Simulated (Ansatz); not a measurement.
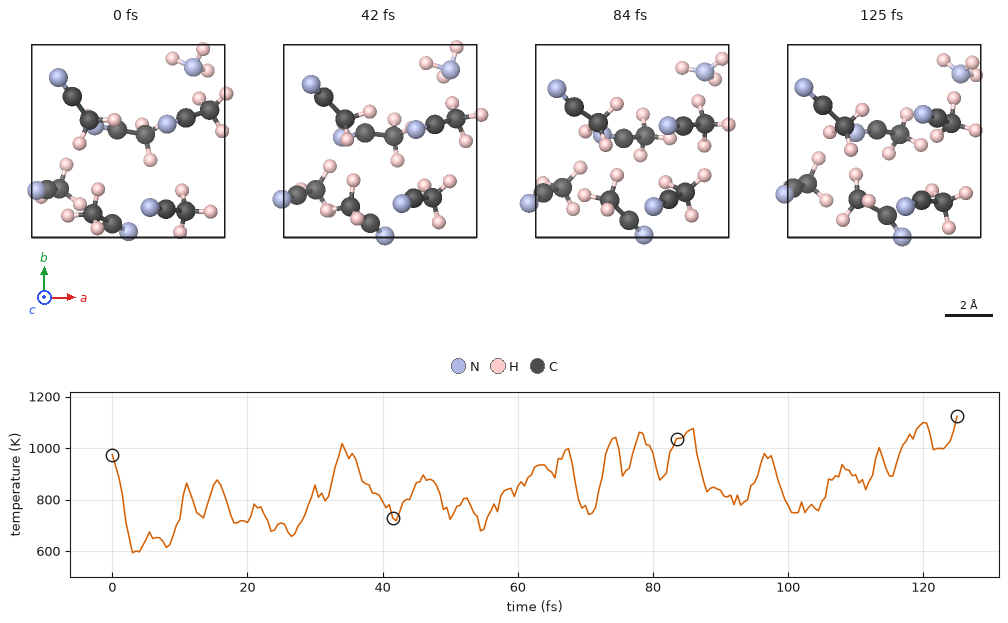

First-principles dynamics of a periodic cell with 1 NH3 + 6 CH3CN at 0.78 g/cm³, 125 fs long. Frames and the history of the run. A ball-and-stick model of the simulation cell, seen along the c axis. Atoms that leave the cell re-enter on the other side.

Computed with Ansatz 0.2.0, DFT PBE, scalar-relativistic, plane waves, PAW. Run with plane-wave cutoff 420 eV; k-point mesh 1 × 1 × 1; Fermi-Dirac smearing 0.02 eV; low-accuracy preset; Langevin thermostat (NVT); set temperature 1000 K; time step 0.5 fs; friction 0.02 per fs.

Q: What do the frames and curves show?

A: Root-mean-square distances from the starting positions over the second half, with the common drift of all atoms taken out: H 0.96 Å, C 0.61 Å, N 0.54 Å. The heavy atoms stay within a fraction of a molecule's size of their starting places; so short a run doesn't tell a liquid from a solid. Over the second half the temperature averages 917 K (spread ±98 K). The potential energy in the second half lies on average 101 meV per atom above the first frame.

Limits of the set-up: the program's low-accuracy preset was used; the periodic images lie only 8.2 Å apart, so the values are limited by the cell's size.

Cost: 11 min on 1 thread of Intel(R) Xeon(R) Platinum 8488C (Sapphire Rapids), on a shared host, peak memory 0.57 GiB.
